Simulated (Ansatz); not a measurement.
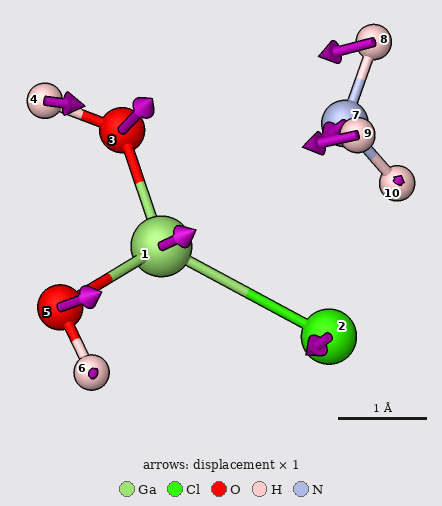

This is a relaxation of GaNH5O2Cl. The starting structure is drawn; purple arrows show the displacements, at their true length. The two geometries are superimposed by the best rigid fit.

Style: ball-and-stick. Shown at a tilt.

The run prepares an end point of a later path (reaction) calculation, from a guessed geometry.

The calculation used RKS PBE0-D4/def2-SVP (Ansatz 0.2.0). Settings: no spin polarisation; force threshold 0.03 eV/Å; at most 50 steps.

Q: What did the optimiser do to the structure, and how much energy did it gain?

A: After 10 accepted moves (11 points after the start) the energy has fallen by 23.2 kcal/mol. Largest force component: 0.92 eV/Å at the start, 0.027 eV/Å at the end. The line search rejected the trial step at point 8 of the run. The atom that moves furthest after the best rigid fit is O3 (0.80 Å). Largest moves by element: O 0.80 Å, H 0.76 Å, Ga 0.59 Å, N 0.47 Å, Cl 0.46 Å. Near-neighbour distances that change, for instance: Ga1–N7 3.108 → 2.060 Å, Ga1–O3 1.770 → 1.799 Å, Ga1–Cl2 2.214 → 2.186 Å, N7–H10 1.037 → 1.020 Å. New bonds form, among them: Ga1–N7 (3.11 → 2.06 Å). Among the angles between lasting bonds that change: Cl2–Ga1–O5 120.0° → 115.1°, Ga1–O3–H4 112.0° → 114.9°, O3–Ga1–O5 121.7° → 119.4°. Groups turn about Ga1–O3 by about 85°, Ga1–O5 by about 30°. Cost: 30 s on 4 threads of Arm Neoverse V1 (shared host), peak memory 0.3 GiB.

Limits of the set-up: the start holds two separate molecules, 2.6 Å apart at their closest, whose relative position is a soft coordinate.
